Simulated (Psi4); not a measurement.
# GeH3O2F (SMILES [OH][GeH]([OH])[F]): TPSSh/def2-SVP

Aim: the energy change on altering one bond length of GeH3O2F at TPSSh/def2-SVP, from 2 runs. 

The results are computed with Psi4 1.11.

## 1. The molecule

GeH3O2F has 7 atoms, charge 0, and is taken as a singlet. SMILES: `[OH][GeH]([OH])[F]`. The shape is that of a PBE0-D4/def2-TZVP optimisation. This is one conformer, not always the lowest.

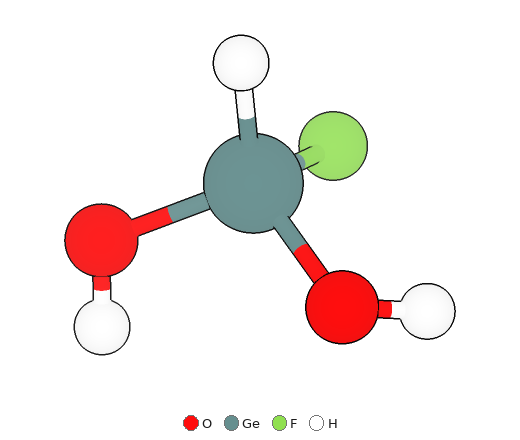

Viewed from a chosen angle; oxygen red, germanium teal, fluorine green, hydrogen white.

## 2. Energy and forces at TPSSh/def2-SVP

job.inp reads:

```
memory 2200 mb

molecule {
  O     -0.352900     1.140300    -0.859300
  Ge    -0.107500    -0.026800     0.432400
  O      1.518200    -0.656000     0.307600
  F     -1.260300    -1.284500     0.113200
  H     -1.209200     1.041800    -1.283900
  H     -0.331400     0.485800     1.847500
  H      1.804400    -0.768700    -0.603100
  symmetry c1
}

set basis def2-SVP
set puream true
set e_convergence 1e-09
set d_convergence 1e-08
set scf_type pk
set dft_radial_points 99
set dft_spherical_points 590

result, w = gradient("tpssh", return_wfn=True)
oeprop(w, "MULLIKEN_CHARGES", "MAYER_INDICES", "QUADRUPOLE", title="TPSSH")
```

Started as:

```
$ psi4 -n 1 job.inp job.out
```

job.out, shortened:

```text
[...]
  Running in c1 symmetry.
[...]
  Nuclear repulsion =  327.327915065786726
[...]
  Multiplicity = 1
[...]
  Nalpha       = 30
  Nbeta        = 30
[...]
    Number of basis functions: 89
[...]
   @RKS iter   1: -2327.37243347712911   -2.15009e+00   2.73320e-02 ADIIS/DIIS
[...]
   @RKS iter  12: -2328.68323457616088    5.91172e-12   2.12563e-09 DIIS
[...]
    Orbital Energies [Eh]
    ---------------------
    Doubly Occupied:
       1A   -398.473181     2A    -49.608109     3A    -44.114017
       4A    -44.113292     5A    -44.112669     6A    -24.578037
       7A    -19.074004     8A    -19.073716     9A     -6.201098
      10A     -4.371470    11A     -4.369695    12A     -4.366996
      13A     -1.220090    14A     -1.211717    15A     -1.204481
      16A     -1.202332    17A     -1.202074    18A     -1.090928
      19A     -0.971022    20A     -0.951253    21A     -0.567043
      22A     -0.488144    23A     -0.455993    24A     -0.412012
      25A     -0.385702    26A     -0.365767    27A     -0.347645
      28A     -0.331564    29A     -0.310586    30A     -0.302039
[...]
  @RKS Final Energy: -2328.68323457616088
   => Energetics <=
    Nuclear Repulsion Energy =            327.3279150657867262
    One-Electron Energy =               -3894.9326883147073204
    Two-Electron Energy =                1336.3132654099056253
    DFT Exchange-Correlation Energy =     -97.3917267371461577
    Empirical Dispersion Energy =           0.0000000000000000
    VV10 Nonlocal Energy =                  0.0000000000000000
    Total Energy =                      -2328.6832345761613396
[...]
  -Total Gradient:
     Atom            X                  Y                   Z
    ------   -----------------  -----------------  -----------------
       1       -0.007555229544    -0.005286795730     0.000513812915
       2        0.000866429826    -0.002043772609    -0.005031074625
       3       -0.003246851608     0.000764622901    -0.008876852734
       4        0.004370286583     0.004601286390     0.001167070227
       5        0.008443599038     0.000959685276     0.004120838360
       6       -0.000450380580    -0.000024505468    -0.000501309582
       7       -0.002483673055     0.001078810643     0.008630296726
[...]
 Multipole Moments:
 ------------------------------------------------------------------------------------
     Multipole            Electronic (a.u.)      Nuclear  (a.u.)        Total (a.u.)
 ------------------------------------------------------------------------------------
 L = 1.  Multiply by 2.5417464519 to convert [e a0] to [Debye]
 Dipole X            :         -1.8557339            1.6887256           -0.1670084
 Dipole Y            :         -0.8156829            1.1295519            0.3138690
 Dipole Z            :          2.4048517           -2.7204787           -0.3156270
 Magnitude           :                                                    0.4754219
 L = 2.  Multiply by 1.3450342976 to convert [e a0^2] to [Debye ang]
 Quadrupole XX       :       -162.0014752          137.4569328          -24.5445424
 Quadrupole XY       :         -2.4920012            0.0070517           -2.4849496
[...]
  Mulliken Charges: (a.u.)
   Center  Symbol    Alpha    Beta     Spin     Total
       1     O     4.21691  4.21691  0.00000 -0.43382
       2    GE    15.53561 15.53561  0.00000  0.92877
       3     O     4.21000  4.21000  0.00000 -0.41999
       4     F     4.69360  4.69360  0.00000 -0.38721
       5     H     0.40021  0.40021  0.00000  0.19958
       6     H     0.54563  0.54563  0.00000 -0.09126
       7     H     0.39803  0.39803  0.00000  0.20393
   Total alpha = 30.00000, Total beta = 30.00000, Total charge =  0.00000
  Mayer Bond Indices:
[...]
```

Run time: 28 s. Hardware: 1 thread of AMD EPYC 9R45 (Zen 5), shared host; peak memory 1.3 GiB.

## 3. The distorted shape at the same level

fgeh3o2.xyz reads:

```xyz
7
FGeH3O2
O      0.569370     2.146492    -0.603932
Ge     0.814770     0.979392     0.687768
O      2.440470     0.350192     0.562968
F     -1.260300    -1.284500     0.113200
H     -0.286930     2.047992    -1.028532
H      0.590870     1.491992     2.102868
H      2.726670     0.237492    -0.347732
```

job.py reads:

```python
import psi4

psi4.set_memory(2200000000)
psi4.set_num_threads(1)
psi4.core.set_output_file('psi4.out', False)

with open('fgeh3o2.xyz') as f:
    atoms = ''.join(f.readlines()[2:])
geom = psi4.geometry('0 1\n' + atoms + 'symmetry c1')

options = {'basis': 'def2-SVP', 'puream': True, 'e_convergence': 1e-09, 'd_convergence': 1e-08, 'scf_type': 'pk', 'dft_radial_points': 99, 'dft_spherical_points': 590}
psi4.set_options(options)

e_tot, wfn = psi4.gradient('TPSSH', molecule=geom, return_wfn=True)
print('gradient / Eh bohr^-1')
print(e_tot.np.round(6))
print(f'energy = {wfn.energy():.10f} Eh')
```

Started as:

```
$ python job.py
```

psi4.out, shortened:

```text
[...]
  Running in c1 symmetry.
[...]
  Nuclear repulsion =  278.769474699816669
[...]
  Multiplicity = 1
[...]
  Nalpha       = 30
  Nbeta        = 30
[...]
    Number of basis functions: 89
[...]
   @RKS iter   1: -2327.16305987367650   -2.34580e+00   2.72555e-02 DIIS/ADIIS
[...]
   @RKS iter  17: -2328.51786535866813    1.36424e-12   4.84313e-09 DIIS
[...]
  @RKS Final Energy: -2328.51786535866813
   => Energetics <=
    Nuclear Repulsion Energy =            278.7694746998166693
    One-Electron Energy =               -3796.7417584047393575
    Two-Electron Energy =                1286.7047596215300018
    DFT Exchange-Correlation Energy =     -97.2503412752758436
    Empirical Dispersion Energy =           0.0000000000000000
    VV10 Nonlocal Energy =                  0.0000000000000000
    Total Energy =                      -2328.5178653586681321
[...]
 Multipole Moments:
 ------------------------------------------------------------------------------------
     Multipole            Electronic (a.u.)      Nuclear  (a.u.)        Total (a.u.)
 ------------------------------------------------------------------------------------
 L = 1.  Multiply by 2.5417464519 to convert [e a0] to [Debye]
 Dipole X            :         -0.3922711            1.5321723            1.1399013
 Dipole Y            :          0.7693779            0.9587532            1.7281311
 Dipole Z            :          2.6854676           -2.7638268           -0.0783592
 Magnitude           :                                                    2.0717027
[...]
  -Total Gradient:
     Atom            X                  Y                   Z
    ------   -----------------  -----------------  -----------------
       1       -0.006091304153     0.003185618918    -0.003214545275
       2        0.018940836624     0.024657639929     0.006890558373
       3        0.004293782681    -0.000169183880    -0.011102867467
       4       -0.028183022783    -0.032259954742    -0.007143183121
       5        0.011589777849    -0.000601107655     0.006726476797
       6        0.003236155588     0.002662630411    -0.003296389967
       7       -0.003794706312     0.002553653821     0.011120768609
[...]
```

On the terminal:

```text
gradient / Eh bohr^-1
[[-0.006091  0.003186 -0.003215]
 [ 0.018941  0.024658  0.006891]
 [ 0.004294 -0.000169 -0.011103]
 [-0.028183 -0.03226  -0.007143]
 [ 0.01159  -0.000601  0.006726]
 [ 0.003236  0.002663 -0.003296]
 [-0.003795  0.002554  0.011121]]
energy = -2328.5178653587 Eh
```

It took 38 s on 1 thread of AMD EPYC 9R45 (Zen 5), shared host; peak memory 1.2 GiB.

## 4. What came out

Level: TPSSh/def2-SVP.

| quantity | value |
| --- | --- |
| first shape: total energy | -2328.68323 Eh |
| first shape: dipole moment | 1.21 D |
| first shape: HOMO energy | -8.22 eV |
| first shape: LUMO energy | 0.03 eV |
| first shape: HOMO–LUMO gap | 8.25 eV |
| first shape: largest force on an atom | 0.488 eV/Å |
| distorted shape: total energy | -2328.51787 Eh |
| distorted shape: dipole moment | 5.27 D |
| distorted shape: HOMO energy | -6.04 eV |
| distorted shape: LUMO energy | -4.30 eV |
| distorted shape: HOMO–LUMO gap | 1.74 eV |
| distorted shape: largest force on an atom | 2.233 eV/Å |
| energy change with the Ge2–F4 bond stretched from 1.736 to 3.124 Å | 4.500 eV |

One bond (distorted shape) is far stretched, which a spin-restricted single reference describes badly; a broken-symmetry solution may lie lower. With the Ge2–F4 bond stretched from 1.736 to 3.124 Å the energy rises by 4.50 eV (104 kcal/mol). The first shape isn't relaxed at this level, so the change isn't measured from a minimum. A restricted reference can't describe the breaking bond well at this length. The largest force (first shape) is 0.49 eV/Å: the shape isn't a stationary point for this species at this level.
